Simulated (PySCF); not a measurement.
Si$_{2}$ (triplet)

```xyz
2

Si    0.0000    0.0000   -1.1290
Si    0.0000    0.0000    1.1290
```

Computed with PBE0/def2-TZVPPD, non-relativistic Hamiltonian with scalar-relativistic core potentials where named, at a bond length of 2.258 Å (PySCF).

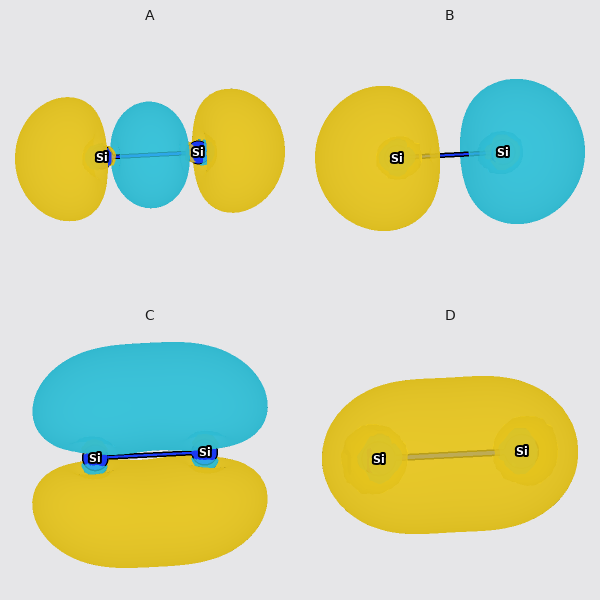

Figure 1. Four frontier β-spin orbitals, each drawn at the value that holds 80 % of its norm (yellow and cyan are the two phases), in no order; of a degenerate pair one member is drawn.

**Name the orbitals and rank them from lowest to highest energy.**

Orbital D: σg, occupied in this spin, −13.57 eV; with no node between the nuclei.
Orbital B: σu, occupied in this spin, −9.68 eV; antibonding, with a node between the atoms.
Orbital A: σg, occupied in this spin, −5.83 eV; with no node between the nuclei.
Orbital C: πu, empty in this spin, −3.61 eV; with no node between the nuclei, bonding.

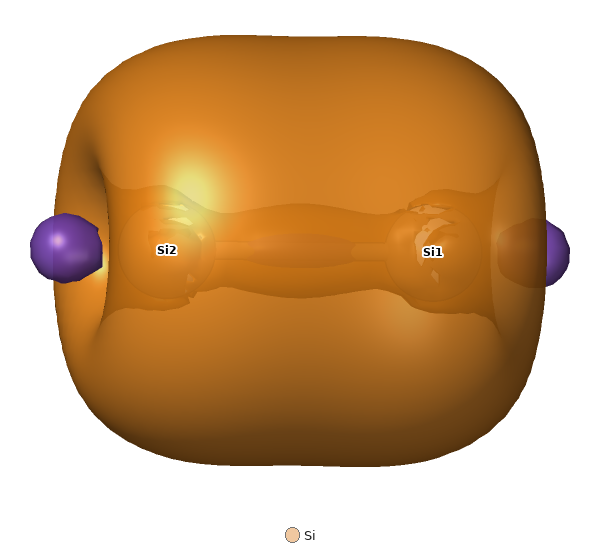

Figure 2. Isosurfaces of the spin density (α minus β) at +0.02 (orange) and −0.02 e/Å³ (purple), seen from one side.

**Which atoms carry the spin?**

The unpaired spin (2 electrons) lies mostly on Si1 (about 1.0) and Si2 (about 1.0), in electrons by Hirshfeld's partition.

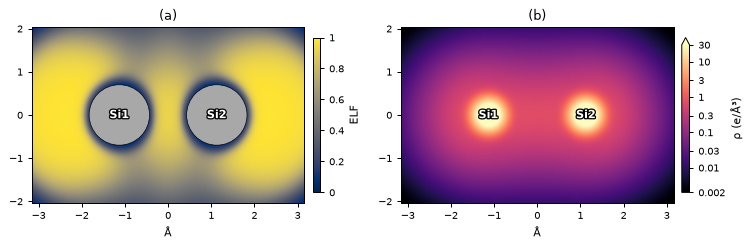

Figure 3. (a) electron localisation function; (b) total electron density on a plane that holds the molecular axis. Grey discs cover the atomic cores in the ELF map.

**Read the bonding off the picture.**

- Atoms in the plane: Si.
- Si–Si (2.26 Å): ρ at the midpoint is about 0.68 e/Å³; the ELF peaks at about 0.95 between the atoms; localised, covalent bonding.
- The ELF also peaks beside Si1 and Si2, away from the bonds: non-bonding electrons, paired or unpaired.
